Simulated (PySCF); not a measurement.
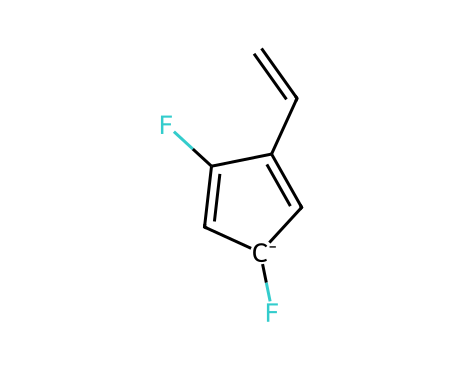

State: charge −1, singlet.

Write the SMILES.

Answer. C=Cc1c[c-](F)cc1F

Give the formula, hydrogens included.

Answer. C7H5F2, charge -1.

An optimisation with GFN2-xTB gave a structure of which point group?

Answer. Cs. Other conformers may differ.

More results for the same structure follow; atom numbers are the same in all pictures, views and colours differ. The geometry was computed by an optimisation with GFN2-xTB. No frequency run is at hand to confirm it as a minimum.

### NMR shielding

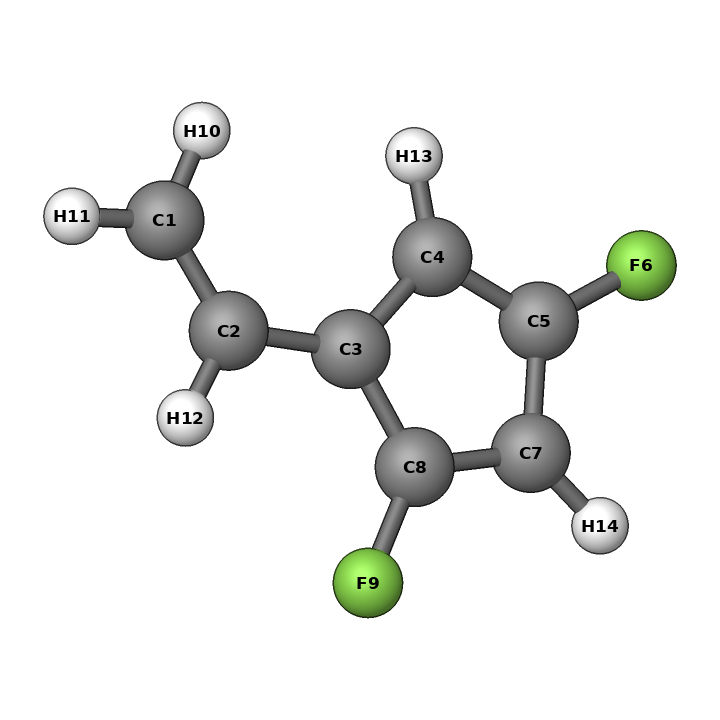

No frequency run is at hand to confirm it as a minimum. Level of theory: GIAO PBE0/pcSseg-1 NMR shielding, non-relativistic, gas phase (PySCF 2.14.0). Principal shieldings σ11 ≤ σ22 ≤ σ33, span Ω = σ33 − σ11, skew κ = 3(σiso − σ22)/Ω.

Which C atom has the most anisotropic shielding?

Answer. C2, with a span of 238 ppm.

Give the shielding tensors of the C atoms.

| atom | σ11 | σ22 | σ33 | σiso | Ω | κ |
| --- | --- | --- | --- | --- | --- | --- |
| C1 | 16.2 | 131.1 | 164.2 | 103.8 | 148.0 | −0.55 |
| C2 | −71.3 | 49.8 | 166.9 | 48.5 | 238.2 | −0.02 |
| C3 | 38.5 | 72.5 | 150.8 | 87.3 | 112.3 | 0.39 |
| C4 | 58.4 | 110.9 | 161.7 | 110.4 | 103.3 | −0.02 |
| C5 | −16.6 | 43.6 | 62.6 | 29.9 | 79.2 | −0.52 |
| C7 | 77.1 | 104.9 | 151.7 | 111.2 | 74.6 | 0.26 |
| C8 | −10.8 | 42.1 | 64.1 | 31.8 | 74.9 | −0.41 |

Shieldings and span in ppm.

### Electronic properties

No frequency run is at hand to confirm it as a minimum. Level of theory: PBE0/def2-SVPD, gas phase (PySCF 2.14.0).

Computed properties:

- HOMO energy (Kohn–Sham orbital): −0.59 eV
- mean static polarisability: 99.7 bohr³

### Bond orders

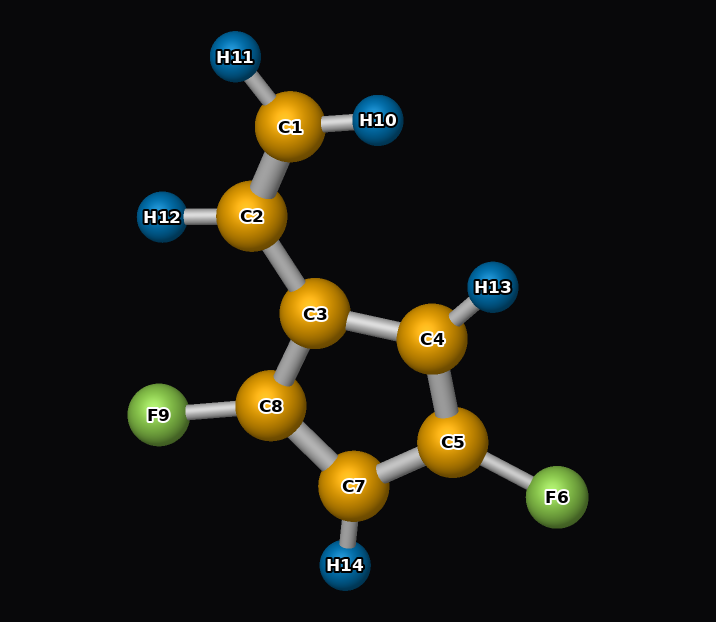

The thickness of each stick grows with its Mayer bond order. No frequency run is at hand to confirm it as a minimum. Method: PBE0/pcSseg-1 (PySCF 2.14.0).

Which bond has the highest Mayer bond order?

Answer. C1–C2, 1.83, at a length of 1.339 Å.

List the Mayer bond orders of C1–C2, C1–H10, C1–H11, C2–C3, C2–H12, C3–C4, C3–C8, C4–C5, C4–H13, C5–F6, C5–C7, C7–C8, C7–H14, C8–F9.

```csv
bond,Mayer order,length (Å)
C1–C2,1.83,1.339
C1–H10,0.95,1.078
C1–H11,0.95,1.080
C2–C3,1.20,1.427
C2–H12,0.95,1.088
C3–C4,1.21,1.419
C3–C8,1.34,1.405
C4–C5,1.53,1.373
C4–H13,0.98,1.075
C5–F6,0.86,1.383
C5–C7,1.31,1.401
C7–C8,1.42,1.381
C7–H14,0.96,1.075
C8–F9,0.89,1.381
```
